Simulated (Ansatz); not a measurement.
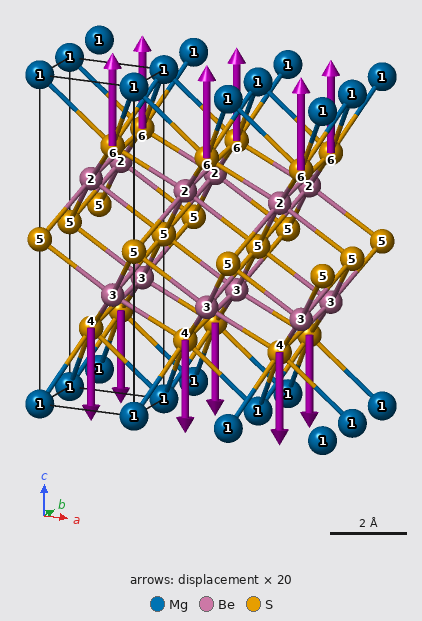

This is a relaxation of a crystal of MgBe2S3 (a generated structure, set up in P-3m1) (coarse preliminary run). The starting structure is drawn; purple arrows show the displacements (the part carried along by the change of the cell is left out), magnified 20 times.

Style: ball-and-stick. Shown: the cell of the calculation, repeated 3 × 2 × 1 with one cell outlined, slightly off an axis.

Computed with Ansatz, DFT PBE, scalar-relativistic, plane waves, PAW.

Input file:
```yaml
crystal:
  lattice:
    - [3.45184045, 0.0, 0.0]
    - [-1.72592022, 2.98938152, 0.0]
    - [0.0, 0.0, 8.8564487]
  atoms:
    - { symbol: Mg, position: [0.0, 0.0, 0.0] }
    - { symbol: Be, position: [0.33333333, 0.66666667, 0.661825] }
    - { symbol: Be, position: [0.66666667, 0.33333333, 0.338175] }
    - { symbol: S, position: [0.33333333, 0.66666667, 0.20810699] }
    - { symbol: S, position: [0.0, 0.0, 0.5] }
    - { symbol: S, position: [0.66666667, 0.33333333, 0.79189301] }
basis:
  ecutwfc: 420
kpoints:
  mp_grid: { grid: [6, 6, 2] }
hamiltonian:
  xc: pbe
scf:
  occupations: { method: gaussian, width: 0.1 }
  lower_state_search: "off"
output:
  forces: true
  stress: true
  eigenvalues: true
relax:
  adjacent_minimum: "off"
  f_tol: 0.04
  max_steps: 70
  cell: { stress_tol: 0.4 }
```

Command:
```bash
ansatz run input.yaml --threads 1 --pin off --max-ram 2560MiB --backend cpu --events-out ev --progress --plain --runs-dir out
```

**Atoms of which element are displaced furthest, and by how much?**

Sulfur: up to 0.13 Å, against 0.02 Å for beryllium.

**What did the optimiser do to the structure, and how much energy did it gain?**

Over 3 accepted moves (4 points after the start) the energy falls by 51.7 meV per atom. The largest force component goes from 1 to 0.008 eV/Å. Pressure: −5.71 GPa at the start and 0.02 GPa at the end. At 1 point the geometry stayed and the basis and grid were re-selected for the new cell (energy shift of 0.1 meV per atom at most each time). The largest moves relative to the cell, 0.13 Å, are those of S4 and S6. S4 goes along −c. Largest moves by element: S 0.13 Å, Be 0.02 Å. Mg stays in place. Cell: a = b 3.452 → 3.406 Å (−1.3 %), c 8.856 → 8.448 Å (−4.6 %). Volume −7.2 %. Some distances before and after: Mg1–S4 2.715 → 2.556 Å, Be2–S5 2.455 → 2.383 Å, Be2–S6 2.302 → 2.327 Å. Bond angles that change, for instance: Mg1–S6–Be2 167.3° → 172.6°, S4–Mg1–S4 79.0° → 83.6°, Mg1–S6–Mg1 79.0° → 83.6°. The space group stays P-3m1 (No. 164). Cost: 9.5 s on 1 thread of Arm Neoverse V1, with other jobs on the host, peak memory 0.34 GiB.
